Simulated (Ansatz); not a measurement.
**F$_{5}$Ta···HCl: density, localisation and related maps**

Input

```
crystal:
  periodic: [false, false, false]
  atoms:
    - { symbol: Ta, position_ang: [0.0, 0.0, 0.0] }
    - { symbol: F, position_ang: [2.28, 0.0, 0.0] }
    - { symbol: F, position_ang: [0.0, 0.0, 1.93] }
    - { symbol: F, position_ang: [0.0, 0.0, -1.93] }
    - { symbol: F, position_ang: [-0.965, 1.6714, 0.0] }
    - { symbol: F, position_ang: [-0.965, -1.6714, 0.0] }
    - { symbol: Cl, position_ang: [0.8734, -2.2249, 1.3999] }
    - { symbol: H, position_ang: [2.0981, -1.0936, 0.6881] }
basis:
  gaussian: { orbitals: def2-SVP }
hamiltonian:
  xc: blyp
  dispersion: d4
relax:
  f_tol: 0.15
  max_steps: 25
  restrain:
    - { distance: [0, 6], at: 3.67, k: 30.0 }
    - { distance: [7, 1], at: 2.12, k: 30.0 }
    - { distance: [0, 1], at: 1.93, k: 30.0 }
    - { distance: [7, 6], at: 1.37, k: 30.0 }
output:
  orbitals: {}
```

Run with:

```sh
ansatz run input.yaml --threads 4 --pin off --max-ram 5120MiB --backend cpu --events-out ev --progress --plain --runs-dir out
```

The fields are those of the run's last geometry, not of the input's.

Core potentials replace the inner electrons of Ta; not at a stationary point (largest force 1.0 eV/Å).

Computed with Ansatz, RKS BLYP-D4/def2-SVP.

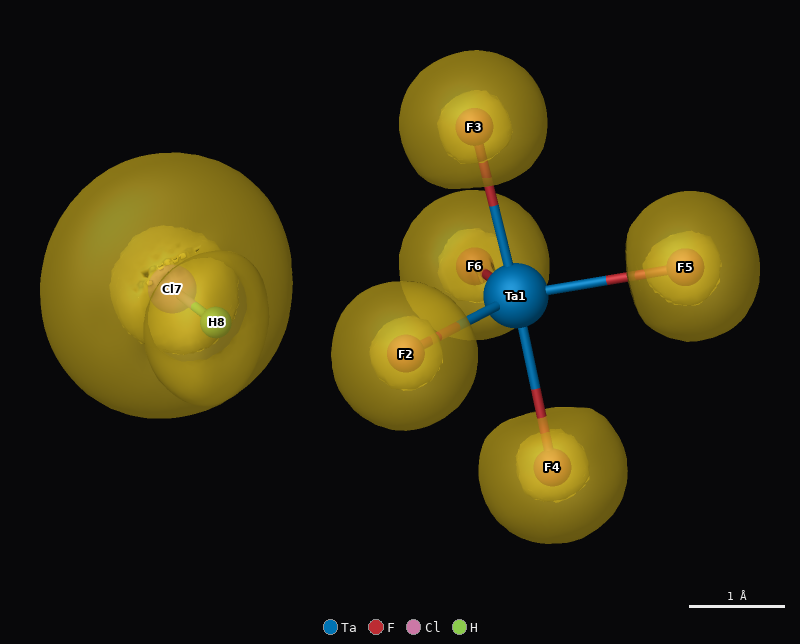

Figure 1. Isosurface of the electron localisation function at 0.75 (yellow), seen at a tilt. Core shells and regions of very low density are left out.

Describe the localisation domains.

The ELF exceeds this value in five regions wrapped around F (the valence shell of each) and one joined region spread over several atoms (Cl, H), in which their bonds and any lone pairs are merged.


F2···H8 (2.12 Å): the ELF dips to about 0.05 between them. Ta–F (1.87 Å): the ELF peaks at about 0.80 in the valence shell of F, 0.5 Å from its nucleus, and drops to about 0.20 between the two atoms.

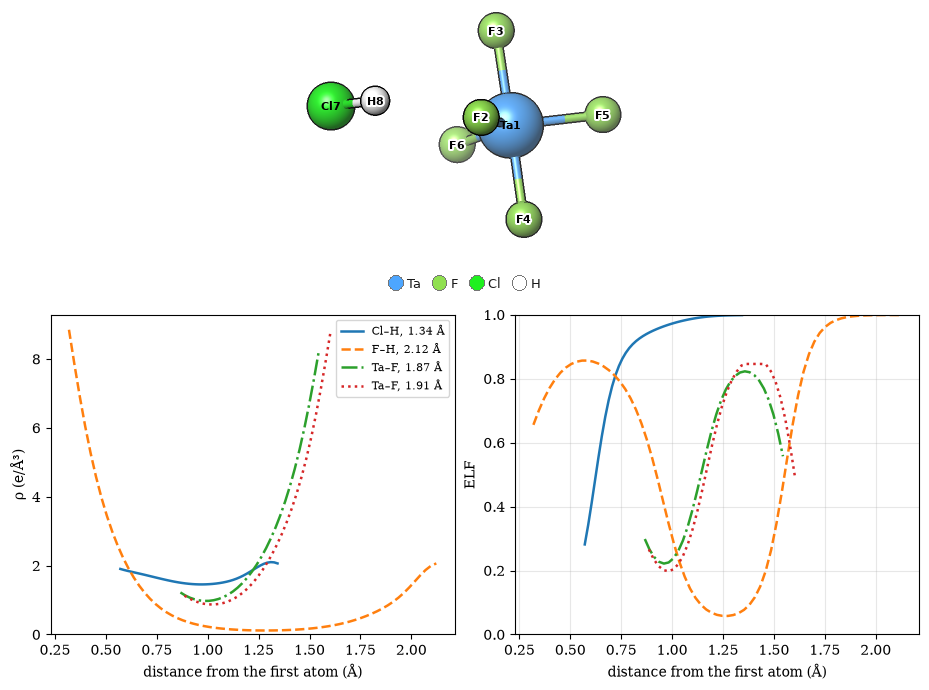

Figure 2. Electron density and ELF along straight lines between neighbouring atoms. The curves leave out the atomic cores. The structure is drawn too.

Compare the contacts.

Cl–H (1.34 Å): ρ is about 1.8 e/Å³ halfway; the ELF climbs to about 1 towards the hydrogen, as it does in any bond to H.
F2···H8 (2.12 Å): the density falls to about 0.12 e/Å³ on the way; the ELF dips to about 0.05 between them.
Ta–F (1.87 Å): ρ is about 1 e/Å³ halfway; the ELF peaks at about 0.80 in the valence shell of F, 0.5 Å from its nucleus, and drops to about 0.20 between the two atoms.
Ta–F (1.91 Å): ρ is about 0.93 e/Å³ halfway; the ELF peaks at about 0.85 in the valence shell of F, 0.6 Å from its nucleus, and drops to about 0.20 between the two atoms.

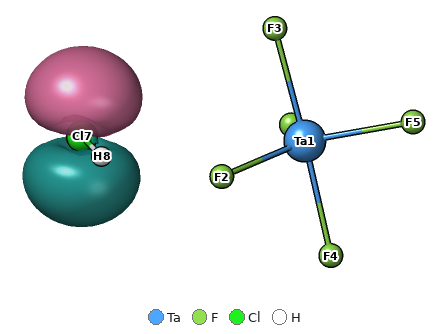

Figure 3. The HOMO at ±0.2 Å⁻³ᐟ² (teal and pink are the two phases), seen across its widest extent.

Where does this orbital lie, and at what energy?

It lies mainly on Cl7 (about 95 %); largely a lone pair of Cl7. Its energy is −7.78 eV.
